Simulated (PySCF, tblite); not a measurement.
# C6H13BN2: geometry, infrared bands and NMR shifts

Aim: predict the infrared bands and NMR shifts of C6H13BN2 (`[H]/N=C\CB(C)N=C(C)C`).

Computed with tblite 0.8.0 and PySCF 2.14.0, with density-fitted response routines of our own, on a single molecule in the gas phase. Atoms count from 0, in the outputs and in this text.

## Step 1: The starting structure

22 atoms, charge 0, multiplicity 1; geometry from: force field or distance geometry start.

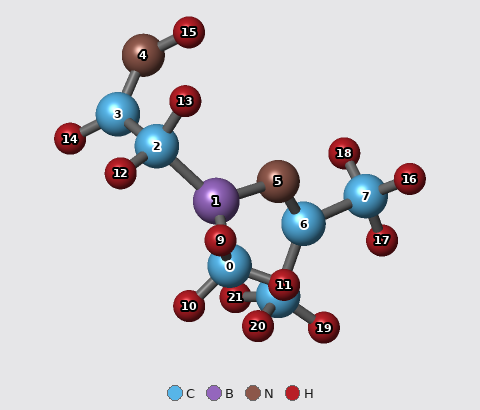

As it starts; carbon blue, boron purple, nitrogen brown, hydrogen red, atoms numbered.

## Step 2: Relaxing the molecule with GFN2-xTB

Job settings and geometry (Å):

```
{"job": {"kind": "relax", "xc": "GFN2-xTB", "basis": "xTB"}, "charge": 0, "multiplicity": 1}
C     -1.123500    -1.627300    -0.998400
B     -0.915600    -0.302600    -0.116600
C     -2.220700     0.466600     0.299600
C     -2.057500     1.940900     0.408700
N     -1.725500     2.408900     1.574500
N      0.352700    -0.244100     0.691100
C      1.510900    -0.202500     0.152900
C      2.688800    -0.138900     1.100600
C      1.791700    -0.220500    -1.284100
H     -2.085800    -2.062100    -0.591900
H     -1.254500    -1.310000    -2.035500
H     -0.365000    -2.384200    -0.839800
H     -3.020900     0.176700    -0.418100
H     -2.482200     0.095800     1.328000
H     -2.208900     2.606300    -0.441300
H     -1.592000     1.754400     2.381300
H      2.667400    -0.983300     1.814400
H      3.608600    -0.153700     0.463000
H      2.649100     0.854700     1.576400
H      2.816400    -0.662400    -1.434300
H      1.112300    -0.806300    -1.901400
H      1.843800     0.813100    -1.730100
```

The run is started by

```sh
> OMP_NUM_THREADS=1 python probes_run.py task.json out
```

The driver reads the jobs from task.json and runs them one after another.

What it wrote:

```text
step      E/eV     max force
  0    -720.63320    3.582
  1    -721.10865    2.668
  2    -721.27983    1.580
  3    -721.39175    0.818
  4    -721.46952    0.619
  5    -721.49331    0.752
  6    -721.53047    0.690
  7    -721.59322    0.348
  8    -721.60815    0.343
  9    -721.63741    0.312
 10    -721.65198    0.304
 11    -721.66917    0.271
 12    -721.68156    0.249
 13    -721.69346    0.259
 14    -721.70434    0.229
 15    -721.71648    0.259
 16    -721.72954    0.246
 17    -721.74366    0.289
 18    -721.75768    0.246
 19    -721.77059    0.284
 20    -721.78215    0.287
 21    -721.79378    0.266
 22    -721.80791    0.317
 23    -721.82662    0.361
 24    -721.84859    0.424
 25    -721.87027    0.411
 26    -721.89140    0.362
 27    -721.91281    0.359
 28    -721.93870    0.380
 29    -721.97461    0.478
 30    -722.01278    0.413
 31    -722.03543    0.394
 32    -722.02557    0.639
 33    -722.05359    0.302
 34    -722.05939    0.291
 35    -722.06919    0.154
 36    -722.07419    0.146
 37    -722.07725    0.144
 38    -722.08153    0.126
 39    -722.08589    0.138
 40    -722.08961    0.157
 41    -722.09278    0.155
 42    -722.09585    0.124
 43    -722.09854    0.086
 44    -722.10048    0.092
 45    -722.10164    0.087
 46    -722.10248    0.075
 47    -722.10338    0.058
 48    -722.10437    0.063
 49    -722.10550    0.084
 50    -722.10690    0.114
 51    -722.10851    0.108
 52    -722.11016    0.069
 53    -722.11164    0.084
 54    -722.11313    0.088
 55    -722.11499    0.119
 56    -722.11750    0.142
 57    -722.12011    0.136
 58    -722.12216    0.098
 59    -722.12368    0.092
 60    -722.12512    0.081
 61    -722.12649    0.072
 62    -722.12776    0.063
 63    -722.12874    0.072
 64    -722.12966    0.063
 65    -722.13081    0.084
 66    -722.13226    0.097
 67    -722.13381    0.086
 68    -722.13546    0.092
 69    -722.13713    0.085
 70    -722.13863    0.089
 71    -722.13964    0.073
 72    -722.14021    0.051
 73    -722.14053    0.040
 74    -722.14089    0.043
 75    -722.14128    0.046
 76    -722.14166    0.051
 77    -722.14204    0.046
 78    -722.14248    0.044
 79    -722.14300    0.057
 80    -722.14354    0.052
 81    -722.14400    0.056
 82    -722.14437    0.049
 83    -722.14469    0.038
 84    -722.14500    0.031
 85    -722.14528    0.030
 86    -722.14554    0.039
 87    -722.14580    0.047
 88    -722.14606    0.038
 89    -722.14631    0.031
 90    -722.14653    0.028
 91    -722.14675    0.040
 92    -722.14698    0.049
 93    -722.14719    0.034
 94    -722.14736    0.026
 95    -722.14745    0.022
 96    -722.14751    0.022
 97    -722.14757    0.021
 98    -722.14763    0.017
 99    -722.14769    0.014
100    -722.14773    0.015
101    -722.14776    0.017
102    -722.14780    0.017
103    -722.14786    0.016
104    -722.14794    0.018
105    -722.14802    0.020
106    -722.14809    0.019
107    -722.14816    0.018
108    -722.14826    0.030
109    -722.14836    0.028
110    -722.14845    0.024
111    -722.14852    0.019
112    -722.14857    0.016
113    -722.14865    0.028
114    -722.14874    0.020
115    -722.14886    0.025
116    -722.14901    0.032
117    -722.14920    0.036
118    -722.14944    0.028
119    -722.14971    0.032
120    -722.14993    0.028
121    -722.15009    0.033
122    -722.15019    0.026
123    -722.15024    0.018
124    -722.15027    0.010
125    -722.15029    0.008
```

Wall time 1.6 s (1 thread of Arm Neoverse N1, shared host); peak memory 0.18 GiB.

Relaxation path: (not every step is listed)

```csv
step,energy from step 0 (eV),largest force (eV/Å)
0,0.0000,3.5816
1,-0.4755,2.6675
2,-0.6466,1.5797
3,-0.7586,0.8183
4,-0.8363,0.6188
5,-0.8601,0.7519
6,-0.8973,0.6897
7,-0.9600,0.3481
8,-0.9750,0.3429
19,-1.1374,0.2841
30,-1.3796,0.4126
41,-1.4596,0.1549
52,-1.4770,0.0691
63,-1.4955,0.0717
74,-1.5077,0.0426
85,-1.5121,0.0302
96,-1.5143,0.0221
107,-1.5150,0.0177
118,-1.5162,0.0284
120,-1.5167,0.0283
121,-1.5169,0.0325
122,-1.5170,0.0259
123,-1.5170,0.0180
124,-1.5171,0.0100
125,-1.5171,0.0082
```

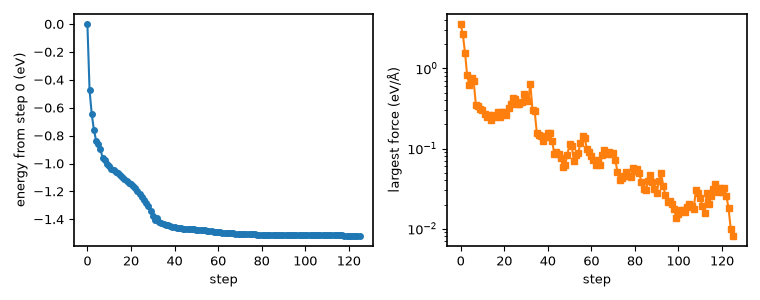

Energy and largest force along the relaxation.

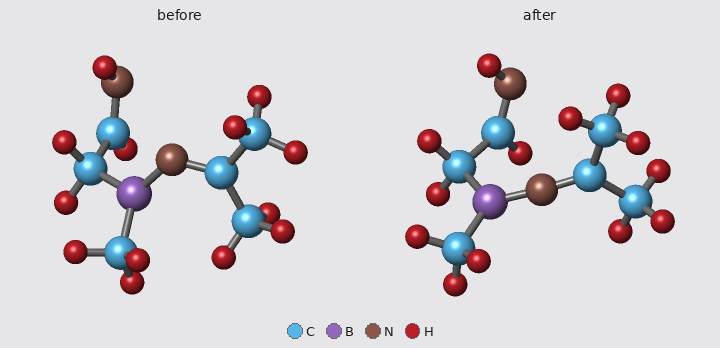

Before and after, at one scale.

Close pairs (by a distance rule), those that changed most:

```csv
bond,before (Å),after (Å),change (Å)
B1–N5,1.505,1.341,-0.163
B1–C2,1.571,1.622,+0.051
C0–H9,1.132,1.087,-0.044
C3–N4,1.299,1.259,-0.041
C8–H21,1.127,1.088,-0.039
C8–H19,1.126,1.089,-0.037
C6–C8,1.464,1.501,+0.036
N5–C6,1.278,1.245,-0.032
```

The end geometry stands in the next job.

## Step 3: Harmonic vibrations with GFN2-xTB

Job settings and geometry (Å):

```
{"job": {"kind": "ir", "xc": "GFN2-xTB", "basis": "xTB"}, "charge": 0, "multiplicity": 1}
C     -1.570520    -2.205894    -0.608158
B     -1.050775    -0.759481    -0.191593
C     -2.115768     0.377940     0.257501
C     -1.471389     1.711879     0.352831
N     -1.001766     2.288728     1.368238
N      0.253044    -0.444191    -0.188594
C      1.429097    -0.035207    -0.158703
C      2.262546    -0.100492     1.086913
C      2.093823     0.556697    -1.366911
H     -2.360574    -2.557084     0.051219
H     -1.987726    -2.178655    -1.613460
H     -0.777249    -2.948815    -0.607246
H     -2.934621     0.406789    -0.461638
H     -2.525680     0.090078     1.229421
H     -1.343413     2.245521    -0.587150
H     -1.125751     1.763955     2.236050
H      1.762696    -0.685744     1.853588
H      3.238475    -0.531199     0.872953
H      2.412165     0.911659     1.460992
H      2.937895    -0.063249    -1.665993
H      1.393140     0.627669    -2.194132
H      2.471941     1.548480    -1.126977
```

What it wrote:

```text
mode    cm-1     km/mol
  1      19.3      2.52
  2      43.7      3.17
  3      65.2      1.04
  4      75.4      1.84
  5      81.4      0.29
  6      89.8      1.13
  7     113.2      0.40
  8     130.7      0.20
  9     182.2      1.39
 10     252.1      0.21
 11     333.8      2.08
 12     350.2      0.93
 13     406.1      4.14
 14     461.4      2.79
 15     478.8      4.58
 16     499.8     11.80
 17     613.3      0.85
 18     762.6      6.48
 19     784.8      3.00
 20     829.9     15.08
 21     886.3     84.24
 22     899.3     53.24
 23     925.7      0.47
 24     954.8      0.25
 25    1024.8     11.35
 26    1046.1    115.19
 27    1053.3     63.67
 28    1058.8     14.64
 29    1085.0     35.18
 30    1092.9      0.01
 31    1177.9    116.67
 32    1214.7     70.07
 33    1245.9     23.29
 34    1363.2     45.92
 35    1376.6     25.03
 36    1380.0     23.93
 37    1385.6      3.69
 38    1392.4      0.91
 39    1456.5      1.95
 40    1460.0      4.30
 41    1462.3      0.16
 42    1473.2     12.14
 43    1474.0     17.39
 44    1502.1      0.65
 45    1502.7      0.94
 46    1726.1    216.18
 47    1938.5    220.01
 48    2956.3     21.95
 49    2981.7     53.83
 50    2988.5     61.67
 51    3012.2      4.84
 52    3014.2     17.97
 53    3014.4     44.91
 54    3026.9      8.21
 55    3030.7     28.71
 56    3033.8     55.61
 57    3041.1     34.87
 58    3057.4     27.45
 59    3058.4     13.42
 60    3287.0     39.81
```

Run time: 1.4 s. Hardware: 1 thread of Arm Neoverse N1, shared host; peak memory 0.18 GiB.

The strongest bands and the atoms that carry them (share of the mass-weighted mode):

```csv
cm⁻¹,km/mol,atoms
886,84.2,"H10 21 %, B1 18 %, H9 17 %, C0 12 %"
1046,115.2,"B1 26 %, H12 11 %"
1053,63.7,"H16 17 %, H20 16 %, B1 11 %"
1178,116.7,"H12 37 %, C2 28 %, H13 20 %"
1215,70.1,C6 63 %
1726,216.2,"C3 59 %, N4 37 %"
1938,220.0,"N5 57 %, C6 34 %"
2988,61.7,"H12 64 %, H14 28 %"
```

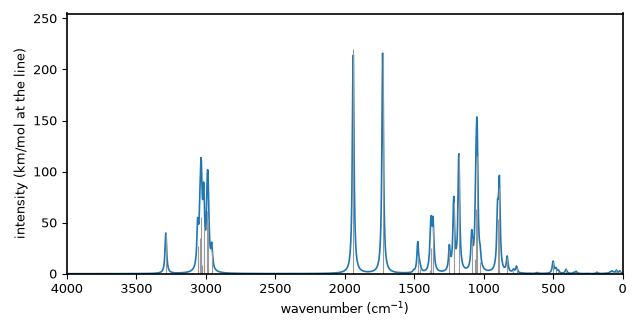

The infrared spectrum from these modes, unscaled. Lines are broadened to a width of 14 cm⁻¹ (Lorentzian).

## Step 4: NMR shieldings: PBE0/pcSseg-1

The job, as its differences from that of step 3:

```diff
@@ -1,2 +1,2 @@
-{"job": {"kind": "ir", "xc": "GFN2-xTB", "basis": "xTB"}, "charge": 0, "multiplicity": 1}
+{"job": {"kind": "nmr", "xc": "PBE0", "basis": "pcSseg-1"}, "charge": 0, "multiplicity": 1}
 C     -1.570520    -2.205894    -0.608158
```

Method: GIAO PBE0/pcSseg-1 NMR shielding, non-relativistic, gas phase.

What it wrote:

```text
coarse grid: 17792 points
cycle   1  E = -370.1896956288  dE =  1.038e+00  |g| = 6.513e-01  |ddm| = 4.037e+00
cycle   2  E = -370.1023273880  dE =  8.737e-02  |g| = 9.251e-01  |ddm| = 1.337e+00
cycle   3  E = -370.2919901364  dE = -1.897e-01  |g| = 1.644e-01  |ddm| = 8.169e-01
cycle   4  E = -370.2978973188  dE = -5.907e-03  |g| = 3.751e-02  |ddm| = 1.334e-01
cycle   5  E = -370.2981548770  dE = -2.576e-04  |g| = 1.466e-02  |ddm| = 3.549e-02
cycle   6  E = -370.2981996611  dE = -4.478e-05  |g| = 4.527e-03  |ddm| = 1.364e-02
cycle   7  E = -370.2982036914  dE = -4.030e-06  |g| = 1.354e-03  |ddm| = 3.949e-03
final grid: 170280 points
cycle   8  E = -370.3460478836  dE = -5.138e-05  |g| = 9.212e-03  |ddm| = 3.089e-02
cycle   9  E = -370.3460447484  dE =  3.135e-06  |g| = 9.967e-03  |ddm| = 1.664e-02
cycle  10  E = -370.3460695689  dE = -2.482e-05  |g| = 1.353e-03  |ddm| = 8.723e-03
cycle  11  E = -370.3460699639  dE = -3.950e-07  |g| = 2.884e-04  |ddm| = 1.185e-03
cycle  12  E = -370.3460699808  dE = -1.697e-08  |g| = 9.518e-05  |ddm| = 2.744e-04
cycle  13  E = -370.3460699829  dE = -2.014e-09  |g| = 2.715e-05  |ddm| = 9.344e-05
cycle  14  E = -370.3460699830  dE = -1.836e-10  |g| = 5.560e-06  |ddm| = 2.892e-05
converged SCF energy = -370.3460699830

GIAO shielding tensors (ppm)
atom      isotropic    diamagn.    paramagn.     s11        s22        s33       span
  0 C      183.674     253.227     -69.553    177.034    181.852    192.135     15.100
  1 B       75.515     198.584    -123.069     43.713     64.149    118.685     74.972
  2 C      147.181     257.834    -110.652    126.195    134.557    180.791     54.596
  3 C        6.664     254.541    -247.878   -119.356     10.097    129.250    248.607
  4 N      -77.352     324.760    -402.112   -377.318    -73.153    218.414    595.733
  5 N     -116.344     327.007    -443.351   -250.454   -134.618     36.041    286.496
  6 C       28.152     260.734    -232.582    -47.584     -4.962    137.001    184.585
  7 C      157.428     250.538     -93.110    136.984    146.893    188.408     51.424
  8 C      156.744     250.226     -93.482    134.706    147.193    188.335     53.629
  9 H       31.442      30.941       0.501     27.397     29.706     37.223      9.825
 10 H       31.277      30.921       0.356     27.862     28.561     37.409      9.547
 11 H       31.308      32.416      -1.108     26.928     29.535     37.462     10.534
 12 H       29.625      32.304      -2.680     26.754     29.166     32.955      6.201
 13 H       30.093      33.593      -3.500     27.262     29.539     33.477      6.215
 14 H       23.993      32.541      -8.548     20.955     23.914     27.109      6.154
 15 H       21.983      35.710     -13.727     12.110     25.919     27.920     15.810
 16 H       29.959      32.331      -2.372     26.442     29.120     34.317      7.875
 17 H       29.770      29.461       0.309     26.177     28.599     34.534      8.357
 18 H       29.439      30.797      -1.357     26.907     27.845     33.565      6.657
 19 H       29.604      29.173       0.431     26.454     27.975     34.382      7.929
 20 H       29.955      31.984      -2.029     26.294     29.214     34.357      8.062
 21 H       29.526      30.230      -0.703     26.819     28.094     33.666      6.848
```

Run time: 99 s. Hardware: 1 thread of Arm Neoverse N1, shared host; peak memory 0.97 GiB.

The references, computed at this level on geometries of the same kind, shield at (ppm): 1H TMS 31.72, 13C TMS 186.9, 15N NH3 267.7, 11B BF3·OEt2 100.1. Their shielding less the atom's gives the shift. The references are single molecules in the gas phase, so shifts against H2O, NH3, PH3, H3PO4 or CFCl3 are not on the usual liquid scales and can be off by tens of ppm. Atoms listed in one row are averaged.

```csv
atoms,environment,σ (ppm),δ (ppm)
C3,"carbon bonded to C, N, H",6.7,180.3
C6,"carbon bonded to 2 C, N",28.2,158.8
C2,"carbon bonded to C, B, 2 H",147.2,39.7
C8,"carbon bonded to C, 3 H",156.7,30.2
C7,"carbon bonded to C, 3 H",157.4,29.5
C0,"carbon bonded to B, 3 H",183.7,3.3
H15,hydrogen on a nitrogen bonded to C,21.98,9.73
H14,"hydrogen on a carbon bonded to C, N",23.99,7.72
"H19, H20, H21",hydrogen on a carbon bonded to C,29.70,2.02
"H16, H17, H18",hydrogen on a carbon bonded to C,29.72,1.99
"H12, H13","hydrogen on a carbon bonded to C, B",29.86,1.86
"H9, H10, H11",hydrogen on a carbon bonded to B,31.34,0.37
B1,"boron bonded to 2 C, N",75.5,24.6
N5,"nitrogen bonded to C, B",-116.3,384.1
N4,"nitrogen bonded to C, H",-77.4,345.1
```

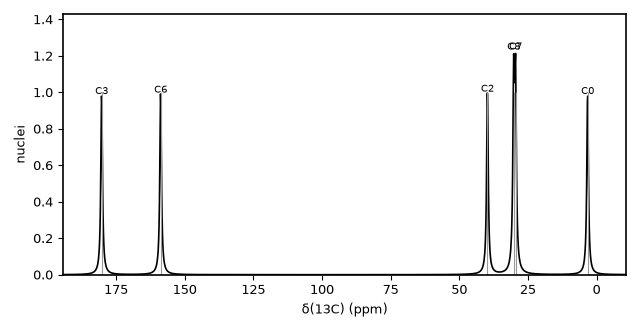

13C lines at the computed shifts, without couplings. Lines are broadened to a width of 0.71 ppm (Lorentzian).

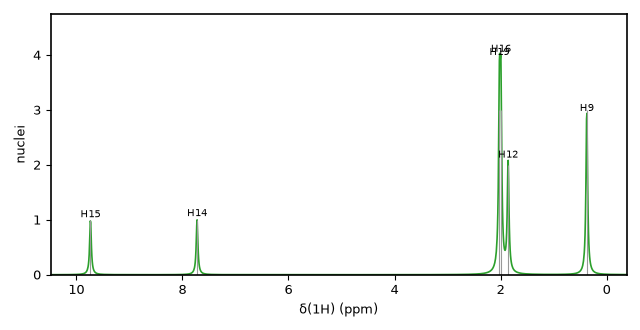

1H lines at the computed shifts, without couplings. Lines are broadened to a width of 0.04 ppm (Lorentzian).

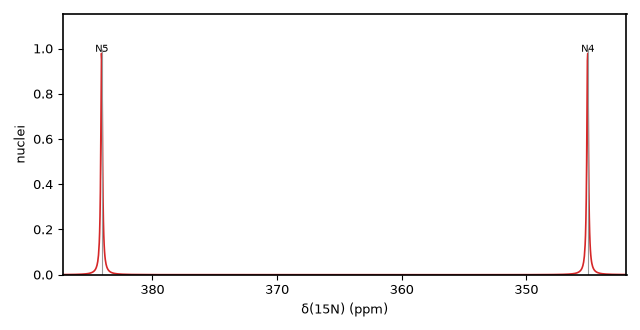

15N lines at the computed shifts, without couplings. Lines are broadened to a width of 0.16 ppm (Lorentzian).

The run also stored atomic charges by several schemes (e):

```csv
atoms,Mulliken,IAO,Hirshfeld,ESP fit
C0,-0.50,-0.57,-0.20,-0.67
B1,0.39,0.23,0.16,0.62
C2,-0.40,-0.44,-0.14,-0.59
C3,0.01,0.07,0.05,0.48
N4,-0.37,-0.46,-0.26,-0.82
N5,-0.42,-0.22,-0.15,-0.62
C6,0.03,0.22,0.13,0.70
C7,-0.21,-0.45,-0.12,-0.57
C8,-0.21,-0.45,-0.11,-0.57
```

ESP fit charges:

C0 -0.67; B1 0.62; C2 -0.59; C3 0.48; N4 -0.82; N5 -0.62; C6 0.70; C7 -0.57; C8 -0.57; H9 0.15; H10 0.15; H11 0.14; H12 0.13; H13 0.14; H14 0.02; H15 0.38; H16 0.15; H17 0.15; H18 0.17; H19 0.15; H20 0.15; H21 0.16

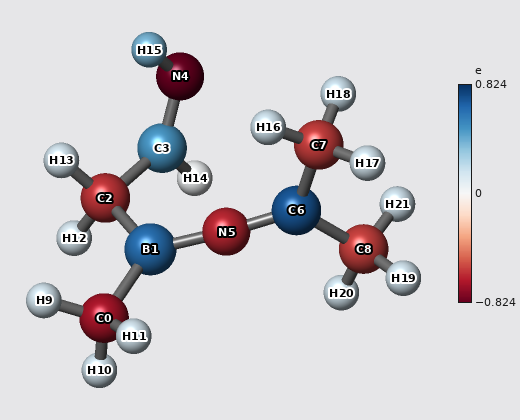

ESP fit charges, as colours on the atoms.

Mayer bond orders: C0–B1 1.01, B1–C2 0.88, C2–C3 1.04, C3–N4 2.03, B1–N5 1.44, N5–C6 1.74, C6–C7 1.03, C6–C8 1.03.

Orbitals, density, ELF and potential are computed afterwards from the orbital file.

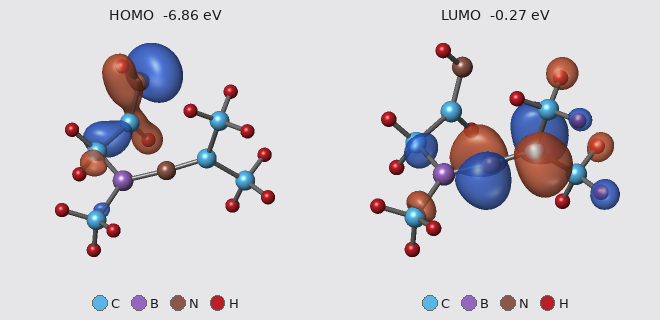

PBE0/pcSseg-1 orbitals near the gap, drawn at the value that encloses 70 % of each; the two colours are the two signs.

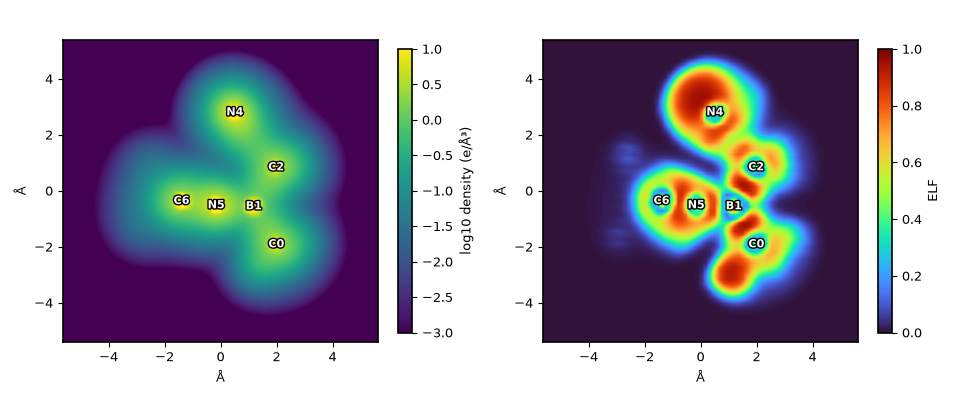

Density (left) and ELF (right) in a plane through or near 6 of the atoms.

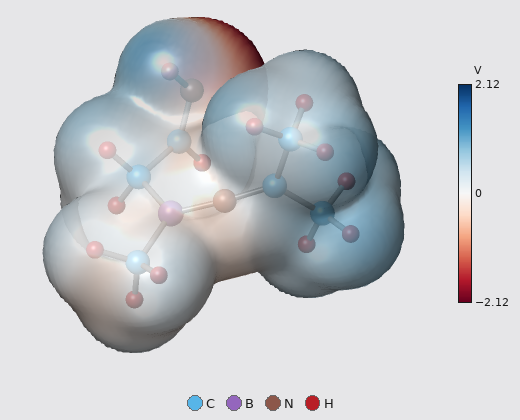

Electrostatic potential on the surface of density 0.002 e/bohr³; red is low, blue high. It runs from -2.12 V near N4 to 1.00 V near H19.

## Step 5: Summary of results

| quantity | value |
| --- | --- |
| strongest single infrared mode (GFN2-xTB) | 1938 cm⁻¹, 220 km/mol |
| zero-point energy (GFN2-xTB) | 115.3 kcal/mol |
| 13C shifts against TMS (PBE0/pcSseg-1) | 180.3, 158.8, 39.7, 30.2, 29.5, 3.3 ppm |
| 1H shifts against TMS (PBE0/pcSseg-1, means over atoms taken as alike) | 9.73, 7.72, 2.02, 1.99, 1.86, 0.37 ppm |
| 11B shifts against BF3·OEt2 (PBE0/pcSseg-1) | 24.6 ppm |
| 15N shifts against NH3 (PBE0/pcSseg-1) | 384.1, 345.1 ppm |
| surface potential, least and greatest | -2.12 V and 1.00 V |

Relaxing lowered the energy by 1.517 eV in 125 steps; the close pair that moved most is B1–N5, from 1.505 to 1.341 Å. No mode is imaginary among the 60: a minimum at this level. The strongest single mode, at 1938 cm⁻¹, moves mainly N5 and C6. Unscaled tight-binding wavenumbers are off by several per cent, some by more. Its intensities can rank the bands wrongly. At PBE0/pcSseg-1: The widest tensor belongs to N4: span 596 ppm, with a paramagnetic part of -402 ppm.
